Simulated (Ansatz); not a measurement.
# BClGaH5O2Si: vertical ionisation energy

Aim: the vertical ionisation energy of BClGaH5O2Si, as cation minus neutral at the neutral's geometry, on several levels, and how well −ε(HOMO) stands in for it.

Computed with Ansatz 0.2.0, Gaussian basis. Level: unrestricted cation, the program's frozen cores in correlated methods.

Levels to be run: UKS PBE-D4/def2-TZVPP; UKS r2SCAN-D4/def2-TZVPP; UKS PBE0-D4/def2-TZVPP; UKS B3LYP-D4/def2-TZVPP; UKS wB97X-V/def2-TZVPP; UKS wB97M-V/def2-TZVPP; UKS B2PLYP/def2-TZVPP; UHF-CCSD(T)/def2-TZVPP; UHF-MP2/def2-QZVPP; extrapolation to the limit; then −ε(HOMO) from the neutral's earlier runs with LDA (SPW92), PBE-D4, revPBE-D4, BLYP-D4, r2SCAN-D4, B97M-V, PBE0-D4, B3LYP-D4, r2SCANh-D4, r2SCAN0-D4, HSE06-D4, BHLYP-D4, CAM-B3LYP-D4, LC-ωPBE, ωB97X-V, ωB97M-V.

## 1. Structure used throughout

The geometry comes from an earlier relaxation with PBE0-D4 in a triple-zeta def2 set; it is a stationary point, not always the lowest conformer.

SMILES `B[O][Ga]([Cl])[O][SiH3]`, 11 atoms, charge 0, spin multiplicity 1.

Atoms are counted from 1 here; the program's logs count them from 0.

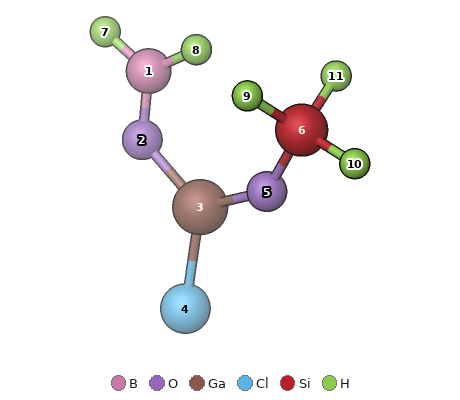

The structure; boron pink, oxygen purple, gallium brown, chlorine blue, silicon red, hydrogen green; atoms are numbered from 1 in the order of the file.

## 2. Cation, UKS PBE-D4/def2-TZVPP

The input, in.yaml:

```yaml
crystal:
  periodic: [false, false, false]
  atoms:
    - {symbol: B, position_ang: [-0.321308, -1.921374, 0.943431]}
    - {symbol: O, position_ang: [0.422398, -2.036411, -0.173587]}
    - {symbol: Ga, position_ang: [0.802626, -0.702960, -1.301464]}
    - {symbol: Cl, position_ang: [1.799865, -1.191709, -3.088845]}
    - {symbol: O, position_ang: [0.390027, 0.964694, -0.959380]}
    - {symbol: Si, position_ang: [-0.295449, 1.932775, 0.172805]}
    - {symbol: H, position_ang: [-0.481521, -2.902662, 1.615521]}
    - {symbol: H, position_ang: [-0.813498, -0.864953, 1.258782]}
    - {symbol: H, position_ang: [0.352391, 1.737412, 1.497202]}
    - {symbol: H, position_ang: [-0.106974, 3.339424, -0.262414]}
    - {symbol: H, position_ang: [-1.748558, 1.645774, 0.297938]}
basis:
  gaussian: {orbitals: def2-TZVPP}
total_charge: 1
magnetization: {spin_polarized: true, initial_magnetization: 1}
hamiltonian: {xc: pbe, dispersion: d4}
```

Launch:

```
> ansatz run in.yaml --threads 2 --pin off --events-out ev --progress --plain --max-ram 32768MiB --backend cuda --devices 0, --max-vram 18GiB
```

The log of the run:

```text
Functional definition: PBE
  name "PBE"
  cite "Perdew, Burke & Ernzerhof, Phys. Rev. Lett. 77, 3865 (1996) doi:10.1103/PhysRevLett.77.3865"
  parent pbe
  parameter kappa = 0.804
  parameter beta = 0.06672455060314922
  exchange = pbe_x(kappa = kappa, mu = beta*pi^2/3)
  correlation = pbe_c(beta = beta)
1716 factors; their error is unknown
mean field evaluation 1: about -77575.7952 eV, gradient 8.9e1 eV
mean field evaluation 2: about -77258.7772 eV, gradient 2.3e2 eV
mean field evaluation 4: about -77595.5010 eV, gradient 4.4e1 eV
mean field evaluation 8: about -77604.1011 eV, gradient 8.5e0 eV
mean field evaluation 16: about -77604.9723 eV, gradient 5.2e-2 eV
mean field evaluation 32: about -77604.9306 eV, gradient 2.0e-5 eV
mean field evaluation 64: about -77603.0758 eV, gradient 3.4e0 eV
mean field -77604.93063952 eV, -2851.9285984911 hartree, gradient 4.5e-6 eV, S^2 0.752495; 8 other end points of the search recorded, 0 dependent functions left out
reference -77604.93069524 eV, -2851.9286005386 hartree; 44, 43 occupied and 251, 252 virtual orbitals, 1716 factors
Total energy: -77605.20214446 eV, -2851.9385761134 hartree
```

Wall time 11 s (1 × H100 (card shared with other runs) with 2 threads of AMD EPYC 7R13, shared host); peak host memory 0.87 GiB.

Less the neutral's -77614.8792 eV (earlier run), this gives 9.677 eV. ⟨S²⟩ = 0.752.

## 3. Cation, UKS r2SCAN-D4/def2-TZVPP

Changes to in.yaml since step 2:

```diff
@@ -18,2 +18,2 @@
 magnetization: {spin_polarized: true, initial_magnetization: 1}
-hamiltonian: {xc: pbe, dispersion: d4}
+hamiltonian: {xc: r2scan, dispersion: d4}
```

The command is unchanged.

The log of the run, cut to the lines that bear on the results:

```text
Functional definition: r2SCAN
  name "r2SCAN"
  cite "Furness, Kaplan, Ning, Perdew & Sun, J. Phys. Chem. Lett. 11, 8208 (2020) doi:10.1021/acs.jpclett.0c02405"
  cite "Furness, Kaplan, Ning, Perdew & Sun, J. Phys. Chem. Lett. 11, 9248 (2020) doi:10.1021/acs.jpclett.0c03077"
  parent r2scan
[...]
1716 factors; their error is unknown
[...]
mean field -77623.47752252 eV, -2852.6101838698 hartree, gradient 1.1e-5 eV, S^2 0.756144; 10 other end points of the search recorded, 0 dependent functions left out
reference -77623.47754139 eV, -2852.6101845631 hartree; 44, 43 occupied and 251, 252 virtual orbitals, 1716 factors
Total energy: -77623.54525159 eV, -2852.6126728673 hartree
```

Run time: 12 s. Hardware: 1 × H100 (card shared with other runs) with 2 threads of AMD EPYC 7R13, shared host; peak host memory 0.94 GiB.

Less the neutral's -77633.4513 eV (earlier run), this gives 9.906 eV. ⟨S²⟩ = 0.756.

## 4. Cation, UKS PBE0-D4/def2-TZVPP

Changes to in.yaml since step 3:

```diff
@@ -18,2 +18,2 @@
 magnetization: {spin_polarized: true, initial_magnetization: 1}
-hamiltonian: {xc: r2scan, dispersion: d4}
+hamiltonian: {xc: pbe0, dispersion: d4}
```

Launched as before.

The log of the run, cut to the lines that bear on the results:

```text
Functional definition: PBE0
  name "PBE0"
  cite "Adamo & Barone, J. Chem. Phys. 110, 6158 (1999) doi:10.1063/1.478522"
  cite "Perdew, Burke & Ernzerhof, Phys. Rev. Lett. 77, 3865 (1996) doi:10.1103/PhysRevLett.77.3865"
  parent pbe
[...]
1795 factors; their error is unknown
[...]
mean field -77607.49724847 eV, -2852.0229196304 hartree, gradient 6.9e-6 eV, S^2 0.758951; 9 other end points of the search recorded, 0 dependent functions left out
reference -77607.49728979 eV, -2852.0229211488 hartree; 44, 43 occupied and 251, 252 virtual orbitals, 1795 factors
Total energy: -77607.73211380 eV, -2852.0315507721 hartree
```

Run time: 13 s. Hardware: 1 × H100 (card shared with other runs) with 2 threads of AMD EPYC 7R13, shared host; peak host memory 0.88 GiB.

The neutral molecule at this level: -77618.0230 eV. Difference: 10.291 eV. ⟨S²⟩ = 0.759.

## 5. Cation, UKS B3LYP-D4/def2-TZVPP

Changes to in.yaml since step 4:

```diff
@@ -18,2 +18,2 @@
 magnetization: {spin_polarized: true, initial_magnetization: 1}
-hamiltonian: {xc: pbe0, dispersion: d4}
+hamiltonian: {xc: {name: B3LYP}, dispersion: d4}
```

Same command.

The log of the run, cut to the lines that bear on the results:

```text
Functional definition: B3LYP
  name "B3LYP"
  cite "Stephens, Devlin, Chabalowski & Frisch, J. Phys. Chem. 98, 11623 (1994) doi:10.1021/j100096a001"
  cite "Becke, Phys. Rev. A 38, 3098 (1988) doi:10.1103/PhysRevA.38.3098"
  cite "Lee, Yang & Parr, Phys. Rev. B 37, 785 (1988) doi:10.1103/PhysRevB.37.785"
  cite "Vosko, Wilk & Nusair, Can. J. Phys. 58, 1200 (1980) doi:10.1139/p80-159"
[...]
1773 factors; their error is unknown
[...]
mean field -77629.99676936 eV, -2852.8497617724 hartree, gradient 1.7e-5 eV, S^2 0.757511; 9 other end points of the search recorded, 0 dependent functions left out
reference -77629.99710662 eV, -2852.8497741663 hartree; 44, 43 occupied and 251, 252 virtual orbitals, 1773 factors
Total energy: -77630.43692340 eV, -2852.8659371349 hartree
```

It took 12 s on 1 × H100 (card shared with other runs) with 2 threads of AMD EPYC 7R13, shared host; peak host memory 0.88 GiB.

Less the neutral's -77640.7137 eV (earlier run), this gives 10.277 eV. ⟨S²⟩ = 0.758.

## 6. Cation, UKS wB97X-V/def2-TZVPP

Changes to in.yaml since step 5:

```diff
@@ -18,2 +18,2 @@
 magnetization: {spin_polarized: true, initial_magnetization: 1}
-hamiltonian: {xc: {name: B3LYP}, dispersion: d4}
+hamiltonian: {xc: {name: wB97X-V}}
```

Launched as before.

The log of the run, cut to the lines that bear on the results:

```text
Functional definition: wB97X-V
  name "wB97X-V"
  cite "Mardirossian & Head-Gordon, Phys. Chem. Chem. Phys. 16, 9904 (2014) doi:10.1039/C3CP54374A"
  cite "Becke, J. Chem. Phys. 107, 8554 (1997) doi:10.1063/1.475007"
  cite "Vydrov & Van Voorhis, J. Chem. Phys. 133, 244103 (2010) doi:10.1063/1.3521275"
[...]
      + integral(e_c_pw_opposite_spin*poly(b97_u_opposite, cos0, cos1)) + vv10(b, c)
1770 factors; their error is unknown
376 factors; integrals over basis functions are off by at most 1.5e-5 eV
[...]
mean field -77617.48270428 eV, -2852.3898783631 hartree, gradient 2.9e-5 eV, S^2 0.760242; 4 other end points of the search recorded, 0 dependent functions left out
reference -77617.48270171 eV, -2852.3898782684 hartree; 44, 43 occupied and 251, 252 virtual orbitals, 1770 factors
Total energy: -77617.48270171 eV, -2852.3898782684 hartree
```

Run time: 16 s. Hardware: 1 × H100 (card shared with other runs) with 2 threads of AMD EPYC 7R13, shared host; peak host memory 1 GiB.

The neutral molecule at this level: -77628.3037 eV. Difference: 10.821 eV. ⟨S²⟩ = 0.760.

## 7. Cation, UKS wB97M-V/def2-TZVPP

Changes to in.yaml since step 6:

```diff
@@ -18,2 +18,2 @@
 magnetization: {spin_polarized: true, initial_magnetization: 1}
-hamiltonian: {xc: {name: wB97X-V}}
+hamiltonian: {xc: {name: wB97M-V}}
```

The command is unchanged.

The log of the run, cut to the lines that bear on the results:

```text
Functional definition: wB97M-V
  name "wB97M-V"
  cite "Mardirossian & Head-Gordon, J. Chem. Phys. 144, 214110 (2016) doi:10.1063/1.4952647"
  cite "Becke, J. Chem. Phys. 107, 8554 (1997) doi:10.1063/1.475007"
  cite "Vydrov & Van Voorhis, J. Chem. Phys. 133, 244103 (2010) doi:10.1063/1.3521275"
  # Of w^i u^j: cxij and so on, Table III.
[...]
  gx(w, u) = 1 - cx + cx01*u + cx10*w
  gss(w, u) = css00 + css04*u^4 + css10*w + css20*w^2 + css43*w^4*u^3
  gos(w, u) = cos00 + cos10*w + (cos20 + cos21*u)*w^2 + (cos60 + cos61*u)*w^6
[...]
      + integral(e_c_pw_mod_opposite_spin*gos(b97_w_opposite, b97_u_opposite)) + vv10(b, c)
1770 factors; their error is unknown
376 factors; integrals over basis functions are off by at most 1.5e-5 eV
[...]
mean field -77621.30947397 eV, -2852.5305095552 hartree, gradient 2.9e-5 eV, S^2 0.759343; 6 other end points of the search recorded, 0 dependent functions left out
reference -77621.30953771 eV, -2852.5305118976 hartree; 44, 43 occupied and 251, 252 virtual orbitals, 1770 factors
Total energy: -77621.30953771 eV, -2852.5305118976 hartree
```

Wall time 12 s (1 × H100 (card shared with other runs) with 2 threads of AMD EPYC 7R13, shared host); peak host memory 1.1 GiB.

Less the neutral's -77632.0638 eV (earlier run), this gives 10.754 eV. ⟨S²⟩ = 0.759.

## 8. Cation, UKS B2PLYP (frozen core)/def2-TZVPP

Changes to in.yaml since step 7:

```diff
@@ -18,2 +18,2 @@
 magnetization: {spin_polarized: true, initial_magnetization: 1}
-hamiltonian: {xc: {name: wB97M-V}}
+hamiltonian: {xc: {name: B2PLYP}}
```

The command is unchanged.

The log of the run, cut to the lines that bear on the results:

```text
Functional definition: B2PLYP
  name "B2PLYP"
  cite "Grimme, J. Chem. Phys. 124, 034108 (2006) doi:10.1063/1.2148954"
  cite "Becke, Phys. Rev. A 38, 3098 (1988) doi:10.1103/PhysRevA.38.3098"
  cite "Lee, Yang & Parr, Phys. Rev. B 37, 785 (1988) doi:10.1103/PhysRevB.37.785"
[...]
1787 factors; integrals over basis functions are off by at most 9.1e-4 eV
[...]
mean field -77597.36724898 eV, -2851.6506490152 hartree, gradient 8.8e-6 eV, S^2 0.769917; 4 other end points of the search recorded, 0 dependent functions left out
22 core orbitals not correlated: weight in the atoms' cores, before any rotation towards them, 1.000 or more for the frozen orbitals, at most 0.000 for the correlated occupied ones
reference -77597.36745939 eV, -2851.6506567478 hartree; 22, 21 occupied and 251, 252 virtual orbitals, 1787 factors
second order -36.56290177 eV of doubles, -0.00000000 eV of singles
Total energy: -77607.23944287 eV, -2852.0134454492 hartree
```

Run time: 6.5 s. Hardware: 1 × H100 (card shared with other runs) with 2 threads of AMD EPYC 7R13, shared host; peak host memory 1.3 GiB.

The neutral molecule at this level: -77617.7979 eV. Difference: 10.558 eV. ⟨S²⟩ = 0.770.

## 9. Cation, UHF-CCSD(T)/def2-TZVPP

Changes to in.yaml since step 8:

```diff
@@ -18,2 +18,3 @@
 magnetization: {spin_polarized: true, initial_magnetization: 1}
-hamiltonian: {xc: {name: B2PLYP}}
+correlation: {method: ccsd_t}
+scf: {omitted_lower_state_checks: [cluster_reference]}
```

Launched as before.

The log of the run, cut to the lines that bear on the results:

```text
Functional definition: HF
  name "HF"
  cite "Fock, Z. Phys. 61, 126 (1930) doi:10.1007/BF01340294"
  parent pbe
[...]
1787 factors; integrals over basis functions are off by at most 9.1e-4 eV
[...]
mean field -77523.38174846 eV, -2848.9317320203 hartree, gradient 3.8e-6 eV, S^2 0.776567; 8 other end points of the search recorded, 0 dependent functions left out
22 core orbitals not correlated: weight in the atoms' cores, before any rotation towards them, 1.000 or more for the frozen orbitals, at most 0.000 for the correlated occupied ones
reference -77523.38174846 eV, -2848.9317320203 hartree; 22, 21 occupied and 251, 252 virtual orbitals, 1787 factors
second order -28.61776863 eV of doubles, -0.00000000 eV of singles
cycle   1  -28.91188098 eV  change   -2.9e-1 eV  update   1.6e-1
[...]
cycle  19  -30.29543288 eV  change   -1.5e-5 eV  update   2.9e-5
perturbative correction -1.26173640 eV, -0.0463679575 hartree
Total energy: -77554.93891774 eV, -2850.0914366011 hartree
Checks for a lower state left out: cluster_reference
```

Run time: 29 s. Hardware: 1 × H100 (card shared with other runs) with 2 threads of AMD EPYC 7R13, shared host; peak host memory 0.88 GiB.

Less the neutral's -77565.8807 eV (earlier run), this gives 10.942 eV. ⟨S²⟩ = 0.777. T1 = 0.040 (report).

## 10. Cation, UHF-MP2/def2-QZVPP

Changes to in.yaml since step 9:

```diff
@@ -15,6 +15,6 @@
 basis:
-  gaussian: {orbitals: def2-TZVPP}
+  gaussian: {orbitals: "def2-QZVPP.json"}
 total_charge: 1
 magnetization: {spin_polarized: true, initial_magnetization: 1}
-correlation: {method: ccsd_t}
+correlation: {method: mp2}
 scf: {omitted_lower_state_checks: [cluster_reference]}
```

The command is unchanged.

The log of the run, cut to the lines that bear on the results:

```text
Functional definition: HF
  name "HF"
  cite "Fock, Z. Phys. 61, 126 (1930) doi:10.1007/BF01340294"
  parent pbe
[...]
3358 factors; integrals over basis functions are off by at most 8.7e-4 eV
[...]
mean field -77525.34655901 eV, -2849.0039374765 hartree, gradient 1.9e-6 eV, S^2 0.776414; 8 other end points of the search recorded, 0 dependent functions left out
22 core orbitals not correlated: weight in the atoms' cores, before any rotation towards them, 1.000 or more for the frozen orbitals, at most 0.000 for the correlated occupied ones
reference -77525.34655901 eV, -2849.0039374765 hartree; 22, 21 occupied and 506, 507 virtual orbitals, 3358 factors
second order -37.19828822 eV of doubles, -0.00000000 eV of singles
Total energy: -77562.54484723 eV, -2850.3709493546 hartree
Checks for a lower state left out: cluster_reference
```

It took 23 s on 1 × H100 (card shared with other runs) with 2 threads of AMD EPYC 7R13, shared host; peak host memory 1.2 GiB.

The neutral molecule at this level: -77574.2290 eV. Difference: 11.684 eV. ⟨S²⟩ = 0.776.

## 11. The basis-set limit

This step is arithmetic on the last runs, with X = 3 and 4: exp(−7.88√X) for Hartree-Fock, X^−2.97 for correlation; only MP2 was run in the larger set, so CCSD(T) minus MP2 is added from the smaller one.

```csv
level,energy at the limit (eV)
HF,-77525.6172
MP2,-77569.1714
CCSD,-77570.8491
CCSD(T),-77572.1108
```

This is no true limit for total energies: MP2 correlation changes by a factor of 1.30 from triple to quadruple zeta (about 1.07 in light molecules), because outer-core shells are correlated in sets not made for them. Much of that cancels between molecule and atoms or ions.

The neutral's limit, from its own earlier runs, is -77583.2158 eV in the additive form (MP2 limit plus CCSD(T) minus MP2 in triple zeta), in which the cation has -77572.1108 eV.

## 12. Ionisation energies side by side

Differences are taken before rounding.

| method | ionisation energy (eV) | from CCSD(T)/CBS (eV) | time |
| --- | --- | --- | --- |
| PBE-D4 | 9.68 | -1.43 | 15 s |
| r2SCAN-D4 | 9.91 | -1.20 | 19 s |
| PBE0-D4 | 10.29 | -0.81 | 20 s |
| B3LYP-D4 | 10.28 | -0.83 | 16 s |
| ωB97X-V | 10.82 | -0.28 | 23 s |
| ωB97M-V | 10.75 | -0.35 | 20 s |
| B2PLYP | 10.56 | -0.55 | 11 s |
| HF/def2-TZVPP | 10.33 | -0.77 |  |
| MP2/def2-TZVPP | 11.60 | +0.49 |  |
| CCSD/def2-TZVPP | 11.00 | -0.11 |  |
| CCSD(T)/def2-TZVPP | 10.94 | -0.16 | 41 s |
| CCSD(T)/CBS | 11.10 | 0 | 73 s |

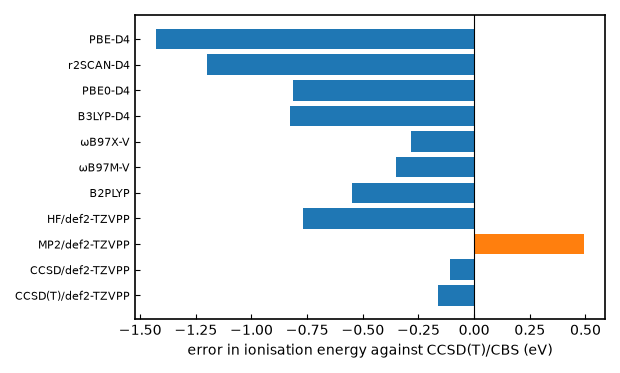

How far each level lands from CCSD(T)/CBS.

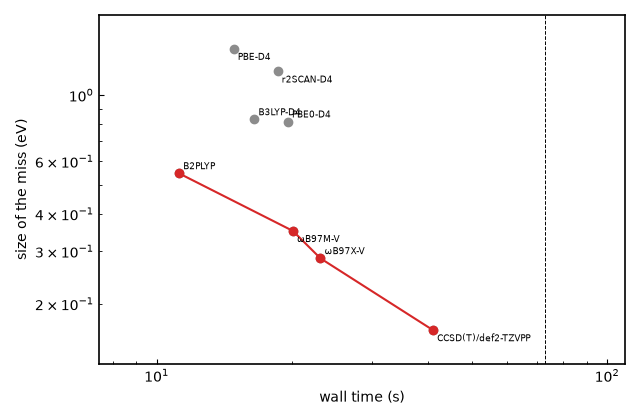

Miss against cost. Red marks the levels that no quicker level drawn beats (of those quicker than the yardstick), and the dashed line is the time of CCSD(T)/CBS. Times are from a shared host.

Times add the cation's run and the neutral's; HF, MP2 and CCSD come out of the CCSD(T) runs.

For comparison, −ε(HOMO) of the neutral from earlier runs:

```csv
functional,−ε(HOMO) (eV),by energy difference (eV)
LDA (SPW92),7.02,
PBE-D4,6.93,9.68
revPBE-D4,6.88,
BLYP-D4,6.87,
r2SCAN-D4,7.25,9.91
B97M-V,7.36,
PBE0-D4,8.36,10.29
B3LYP-D4,8.17,10.28
r2SCANh-D4,7.78,
r2SCAN0-D4,8.58,
HSE06-D4,7.95,
BHLYP-D4,9.77,
CAM-B3LYP-D4,9.81,
LC-ωPBE,11.15,
ωB97X-V,10.81,10.82
ωB97M-V,10.68,10.75
```

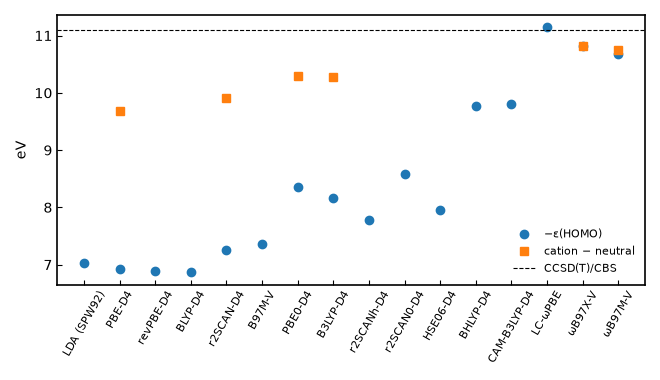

Orbital estimates and energy differences by functional.

## 13. What came out

```
                        quantity               value
  ionisation energy, CCSD(T)/CBS            11.10 eV
nearest functional by difference  ωB97X-V (-0.28 eV)
                nearest −ε(HOMO)  LC-ωPBE (+0.04 eV)
                 −ε(HOMO) of PBE             6.93 eV
                T1 of the cation               0.040
```

What this shows: Energy differences with functionals land within 1.43 eV of the reference. −ε(HOMO) of PBE misses by 4.2 eV, since self-interaction lifts the level. Among orbital estimates LC-ωPBE comes nearest. Hartree-Fock falls 0.77 eV short, as the neutral has more correlation energy than the cation. The cation's T1 (from the report) is 0.040, near the customary mark of 0.045 for open shells, so the coupled-cluster value is less safe. Correlated methods include outer-core shells of Ga, which these sets cover unevenly. With outer-core shells in play the reference is unsure by up to some tenths of an eV, so close misses can't be ranked.

For cost: CCSD(T)/def2-TZVPP gets within 0.16 eV in 41 s, where CCSD(T)/CBS took 73 s; the quickest level in the cost chart, B2PLYP, takes 11 s and misses by 0.55 eV.
